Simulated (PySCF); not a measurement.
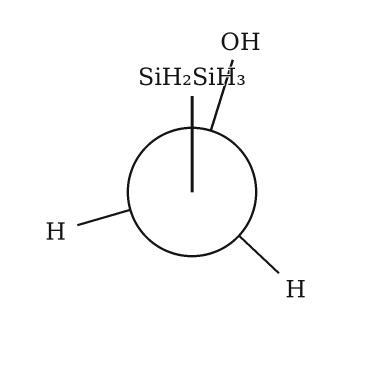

A Newman projection along the O–Si bond, oxygen in front; angles are drawn as computed, but eclipsed bonds slightly apart. The computed structure is the end point of a PBE0-D3(BJ)/def2-SVP optimisation. No frequency run is at hand to confirm it as a minimum.

Question: Which molecule is it?

Answer: H8O2Si3, O[SiH2]O[SiH2][SiH3]

Question: What is the torsion angle from the front SiH2SiH3 to the back OH? The sign is positive where the front bond must turn clockwise to cover the back bond.

Answer: 13°, synperiplanar (eclipsed).
